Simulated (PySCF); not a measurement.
# C5H18Si4: what the fields show

Input file:

```
{"job": {"kind": "nmr", "xc": "PBE0", "basis": "pcSseg-1"}, "charge": 0, "multiplicity": 1}
Si     3.408918    -0.812240    -1.273179
Si     2.545462     1.355564    -1.027221
Si     1.845465     1.622409     1.197753
Si     0.428080    -0.190857     1.658343
C     -0.756929    -0.386556     0.199339
C     -1.824009    -1.477757     0.333472
C     -2.805781    -1.169164    -0.805089
C     -2.724437     0.359255    -1.025072
C     -1.599319     0.860427    -0.100138
H      3.905000    -1.057090    -2.662675
H      2.336372    -1.810049    -0.967050
H      4.536286    -1.021316    -0.312922
H      1.365718     1.512208    -1.938853
H      3.576447     2.366586    -1.423652
H      3.047446     1.635305     2.091056
H      1.121489     2.923945     1.361200
H     -0.347007     0.038451     2.920868
H      1.263846    -1.421112     1.839427
H     -0.137831    -0.613986    -0.690366
H     -2.330623    -1.379939     1.309932
H     -1.411048    -2.496868     0.285314
H     -2.492579    -1.701488    -1.716941
H     -3.826407    -1.511667    -0.577471
H     -2.488535     0.586455    -2.075834
H     -3.677701     0.862921    -0.805460
H     -1.011258     1.679233    -0.543515
H     -2.027200     1.250757     0.839825
```

Command:

```sh
OMP_NUM_THREADS=1 python probes_run.py task.json out
```

Geometry: PBE0-D3(BJ)/def2-SVP.

The calculation used PBE0/pcSseg-1, SCF density, gas phase, non-relativistic (PySCF).

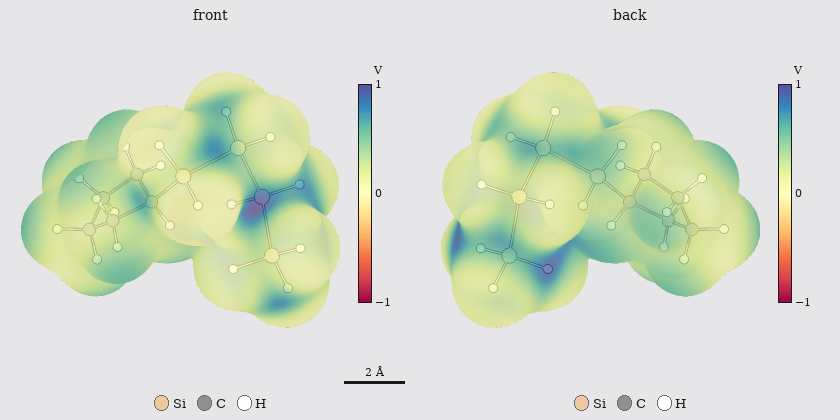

Figure 1. The molecular electrostatic potential painted on the density surface at 0.002 e/bohr³, seen from the front and from behind; the colour scale runs from red (negative) to blue (positive).

Q: Which sites attract a positive test charge, and which a negative one?

A: A positive charge is drawn to the negative regions and a negative charge to the positive ones. The most negative region (about −0.1 V) lies over H15, H16, H17 and H18, the most positive (about +0.9 V) over Si1 and Si3.

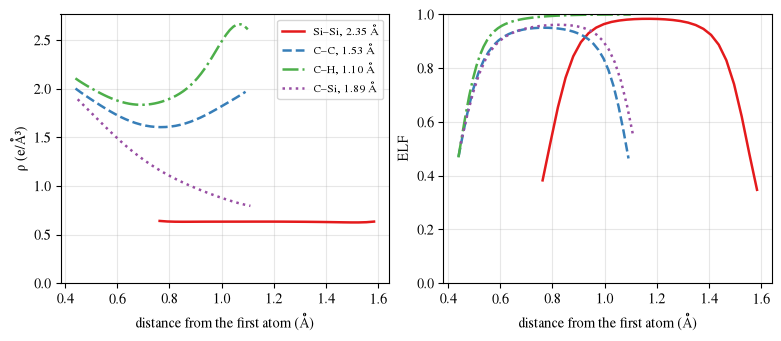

Figure 2. Electron density and electron localisation function along straight lines between neighbouring atoms. The curves leave out the atomic cores.

Q: What can be read from the curves?

A: Si–Si (2.35 Å): the density is about 0.63 e/Å³ at the midpoint; the ELF peaks at about 1 between the atoms (localised, covalent bonding).
C–C (1.53 Å): the density is about 1.6 e/Å³ at the midpoint; the ELF peaks at about 0.95 between the atoms; a covalent bond.
C–H (1.10 Å): ρ at the midpoint is about 1.9 e/Å³; the ELF climbs to about 1 towards the hydrogen, as it does in any bond to H; a covalent bond by its length.
C–Si (1.89 Å): ρ is about 0.93 e/Å³ halfway; the ELF peaks at about 0.95 between the atoms; a shared electron pair.
